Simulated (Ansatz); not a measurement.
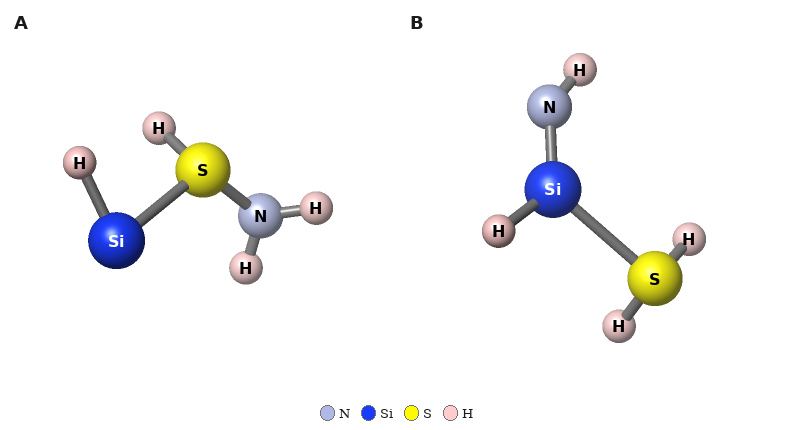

2 stationary structures of one formula. The species has charge +1 and is a spin singlet. Geometries: PBE-D4/def2-SVP. Electronic energies: PBE-D4/def2-SVP (Ansatz 0.2.0), without zero-point energy. No frequency run is at hand to confirm each as a minimum. Each is one conformer, not always the lowest.

Which structure is the most stable?

B is lowest (C1); A lies 0.657 eV above it (C1).
